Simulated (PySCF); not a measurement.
**C₂H₆O₄Si (SMILES C[Si](O)(O)OC=O): density, localisation and related maps**

```xyz
13

C    -0.8770    1.4076   -0.6847
Si   -0.2682   -0.3663   -0.4754
O    -1.1408   -1.3227    0.5020
O    -0.1607   -1.0428   -1.9312
O     1.3259   -0.3116    0.1228
C     1.6171   -0.2087    1.3877
O     0.8299   -0.1669    2.2915
H    -0.2597    1.9529   -1.3909
H    -1.8959    1.4261   -1.0556
H    -0.8561    1.9450    0.2594
H    -1.0798   -1.1749    1.4474
H     0.0509   -1.9685   -2.0337
H     2.7101   -0.1687    1.5430
```

Geometry: GFN2-xTB.

Theory: PySCF 2.14.0, PBE0/pcSseg-1, SCF density, gas phase, non-relativistic.

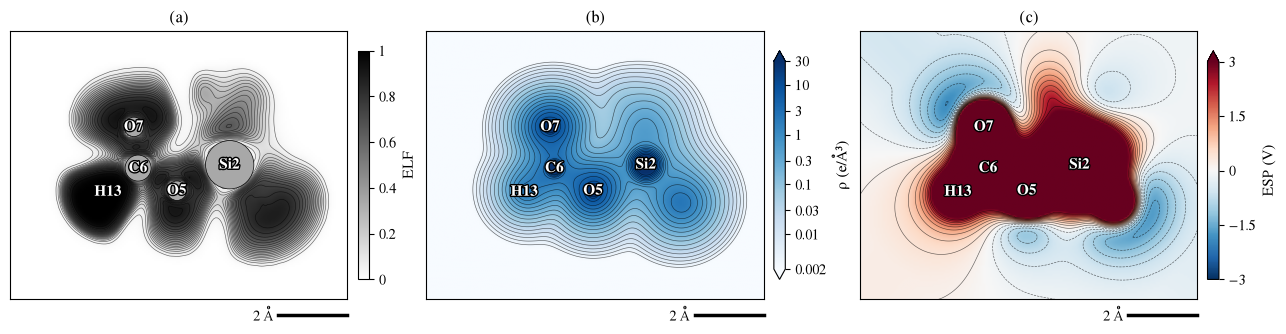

Figure 1. (a) ELF; (b) electron density; (c) electrostatic potential on the plane of atoms O7, C6 and H13. Grey discs cover the atomic cores in the ELF map.

What do the fields say about this system?

The section cuts through Si, O, C and H sites.
C–O (1.20 Å): ρ is about 3.4 e/Å³ halfway; the ELF peaks at about 0.85 between the atoms: a multiple bond.
C–O (1.30 Å): ρ is about 2.6 e/Å³ halfway; the ELF peaks at about 0.90 between the atoms: a short, strongly polar bond.
Si–O (1.70 Å): the density is about 1 e/Å³ at the midpoint; the ELF peaks at about 0.90 between the atoms, as expected for a polar covalent bond.
C–H (1.10 Å): the density is about 2.1 e/Å³ at the midpoint; the ELF climbs to about 1 towards the hydrogen, as it does in any bond to H (a covalent bond by its length).
The ELF also peaks beside O4, O5 and O7, away from the bonds: lone-pair regions.
Outside the dense part of the molecule the potential is most negative (−1.9 V) near O7.

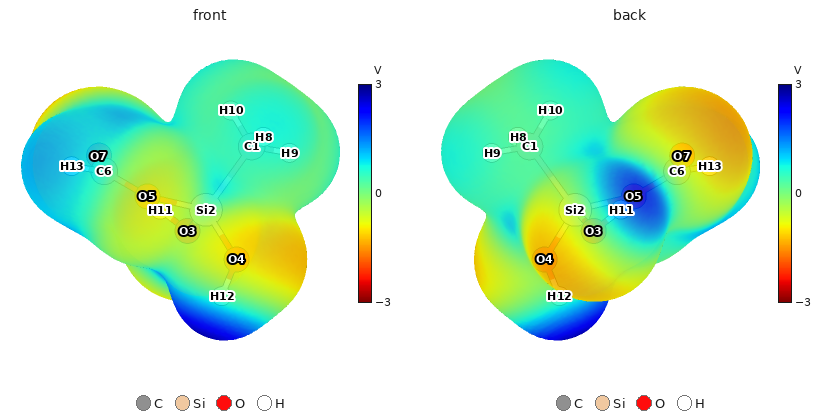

Figure 2. The electrostatic potential painted on the density surface at 0.002 e/bohr³, seen from the front and from behind; red is negative and blue positive.

Where is the surface potential most negative and most positive?

The most negative region (about −1.4 V) lies over O7, the most positive (about +2.6 V) over H12. O7 is the likeliest acceptor of a hydrogen bond.

How polar is the molecule by this calculation?

Its dipole moment is 1.07 D.
